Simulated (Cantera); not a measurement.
Input: 1 mol B2H6, 0.88 mol O2, held at 1800 K.

Cantera equilibrium calculation (NASA polynomials, part measured and part estimated; ideal gas, pure solids and liquids). Candidate condensed phases: B, B2O3, B3O3H3, H2O; 23 gas species. The feed counts by its element totals alone. Mutual solubility and eutectic melting of coexisting phases are not modelled. The tables' values for BH2 are old estimates; treat these amounts as uncertain. Gases not in the tables: B2H6 and higher boranes. Kinetics and transport are ignored.

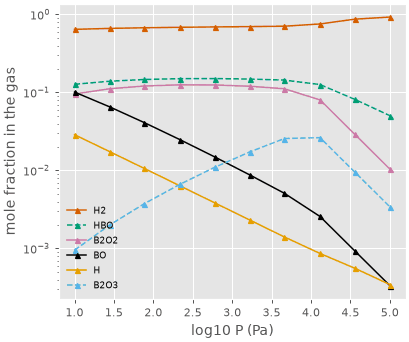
Figure. Equilibrium gas composition (values under 1e-9 drawn at 1e-9)

Task: Read off the mole fractions at 0.0170 bar.

Result: H2 about 0.70, HBO about 0.15, B2O2 about 0.12, B2O3 about 0.017, BO about 0.0087, H about 0.0023.
